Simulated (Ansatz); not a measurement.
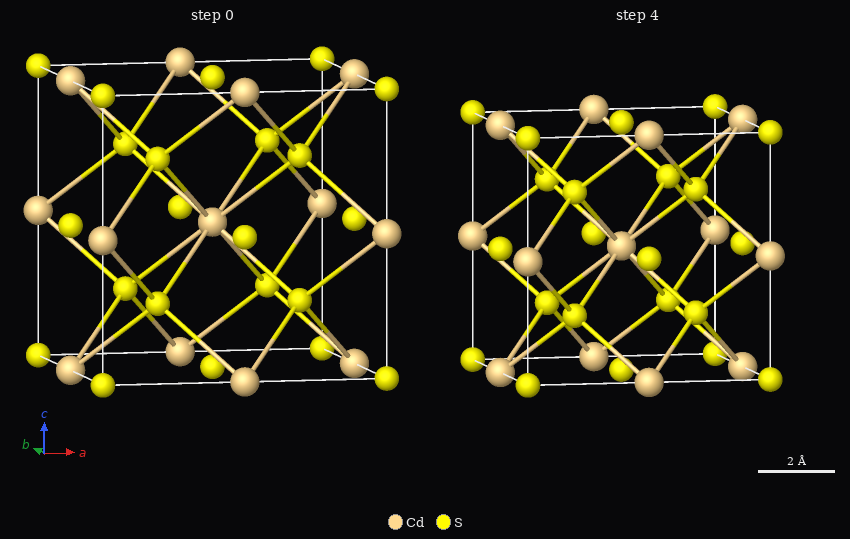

The structure of crystalline CdS3 (a generated structure, set up in Fm-3m) (coarse preliminary run) before (left) and after (right) a relaxation, at one scale.

Style: ball-and-stick. Shown: the conventional cell (4 times the calculation's cell), slightly off an axis. Lengths and directions refer to the drawn axes.

All numbers below come from Ansatz 0.2.0, DFT PBE, scalar-relativistic, plane waves, PAW.

Input file:
```yaml
crystal:
  lattice:
    - [0.0, 3.8635041, 3.8635041]
    - [3.8635041, 0.0, 3.8635041]
    - [3.8635041, 3.8635041, 0.0]
  atoms:
    - { symbol: Cd, position: [0.5, 0.5, 0.5] }
    - { symbol: S, position: [0.0, 0.0, 0.0] }
    - { symbol: S, position: [0.25, 0.25, 0.25] }
    - { symbol: S, position: [0.75, 0.75, 0.75] }
basis:
  ecutwfc: 420
kpoints:
  mp_grid: { grid: [4, 4, 4] }
hamiltonian:
  xc: pbe
scf:
  occupations: { method: gaussian, width: 0.1 }
  lower_state_search: "off"
output:
  forces: true
  stress: true
  eigenvalues: true
relax:
  adjacent_minimum: "off"
  f_tol: 0.04
  max_steps: 70
  cell: { stress_tol: 0.4 }
```

Launched with:
```bash
ansatz run input.yaml --threads 1 --pin off --max-ram 2560MiB --backend cpu --events-out ev --progress --plain --runs-dir out
```

Question: Describe what moved and what it gained.

Answer: Over 3 accepted moves (4 points after the start) the energy falls by 562 meV per atom. All forces vanish by symmetry, so only the cell relaxes. Pressure: −10.40 GPa at the start and 0.04 GPa at the end. At 1 point the geometry stayed and the basis and grid were re-selected for the new cell (energy shift of 0.7 meV per atom at most each time). No atom moves by more than 0.005 Å relative to the cell. The drawn cell changes as follows: a = b = c 7.727 → 6.597 Å (−14.6 %); the volume changes by −37.8 %. Some distances before and after: Cd1–S3 3.346 → 2.857 Å, S2–S3 3.346 → 2.857 Å. The space group stays Fm-3m (No. 225).
